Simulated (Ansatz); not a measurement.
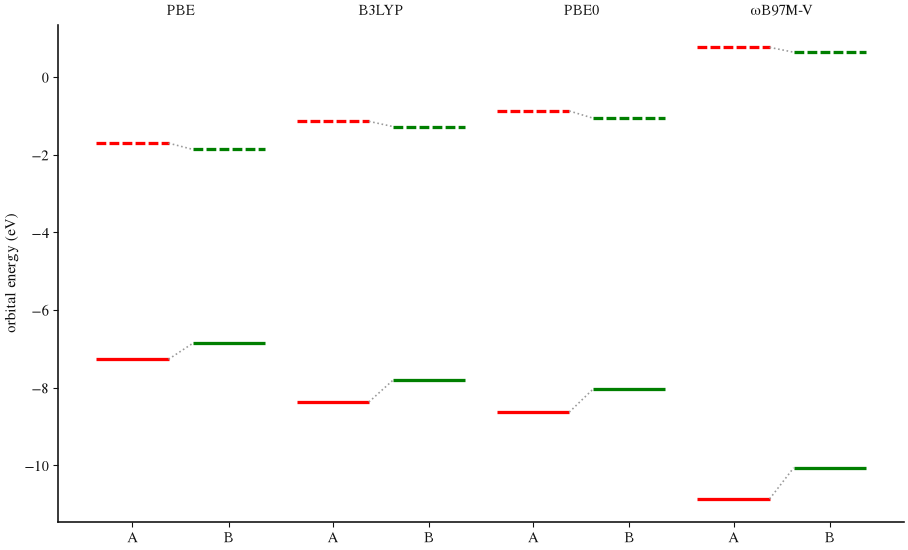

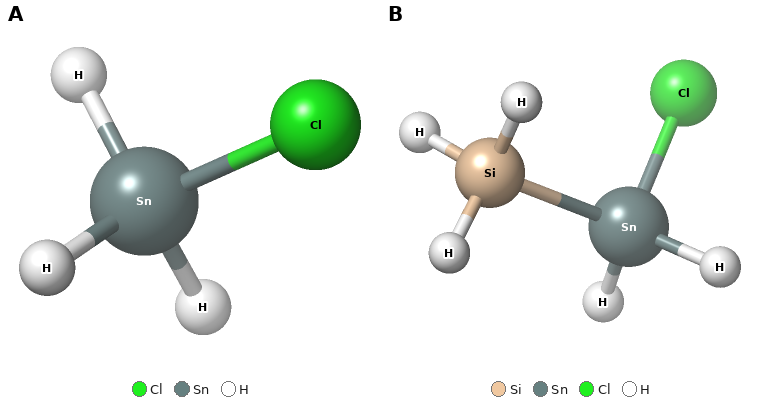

One change: A, SnH₃Cl (SMILES [Cl][SnH3]), becomes B, SnSiH₅Cl (SMILES [SiH3][SnH2][Cl]). H on Sn is replaced by SiH₃. HOMO (solid) and LUMO (dashed) computed in def2-TZVPP at PBE0-D4/def2-TZVP geometries, both minima by their frequencies, gas phase, the Ansatz code. Empty levels above zero depend strongly on the basis.

### What does the change do to HOMO and LUMO?

PBE: the HOMO rises by 0.41 eV, the LUMO falls by 0.16 eV, and the separation goes from 5.57 to 5.00 eV. B3LYP: the HOMO rises by 0.56 eV, the LUMO falls by 0.13 eV, and the separation goes from 7.23 to 6.53 eV. PBE0: the HOMO rises by 0.60 eV, the LUMO falls by 0.19 eV, and the separation goes from 7.76 to 6.97 eV. ωB97M-V: the HOMO rises by 0.80 eV, the LUMO falls by 0.12 eV, and the separation goes from 11.63 to 10.70 eV.

### Do the functionals agree on the effect?

They agree on the direction for both levels; the HOMO shift lies between 0.41 and 0.80 eV and the LUMO shift between −0.19 and −0.12 eV, while the separations themselves differ by up to 6.1 eV between functionals.

Known limits of this run: core potentials past krypton; spin-orbit coupling is left out, and with Sn it can shift these values.
